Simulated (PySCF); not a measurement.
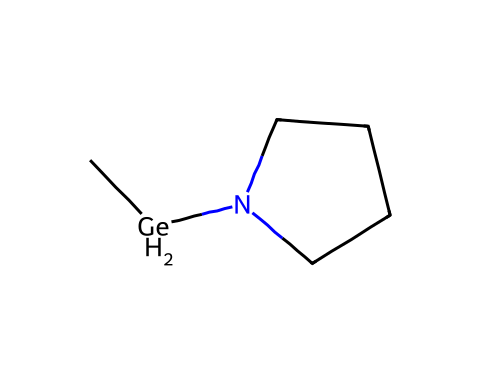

The drawing above gives the connectivity. Computed geometry: PBE0-D3(BJ)/def2-SVP optimisation. No frequency run is at hand to confirm it as a minimum.

What does the molecule look like in three dimensions?

The molecule is C5H13GeN. As SMILES it reads `[CH3][GeH2][N]1CCCC1`. Coordination, clear cases only: 1 Ge tetrahedral; 5 C tetrahedral.

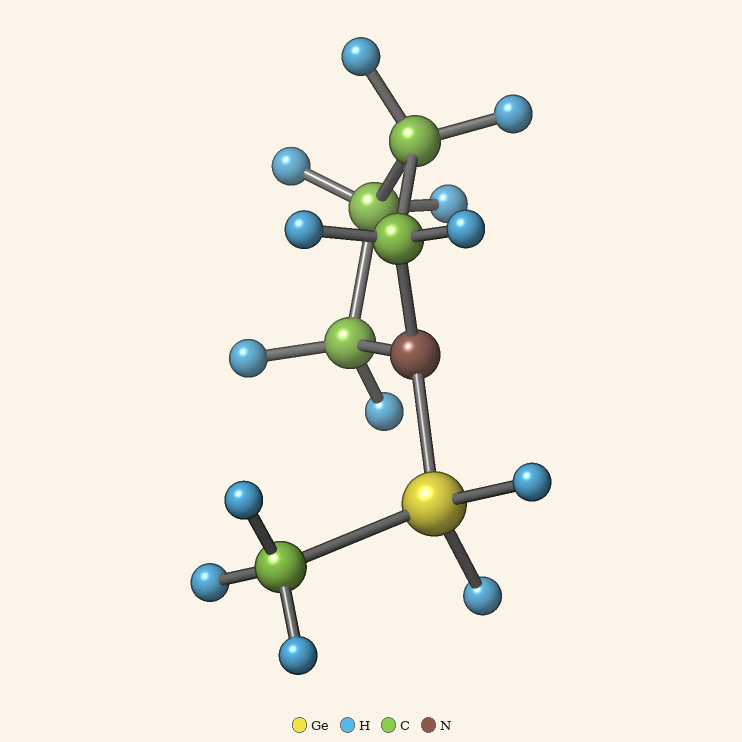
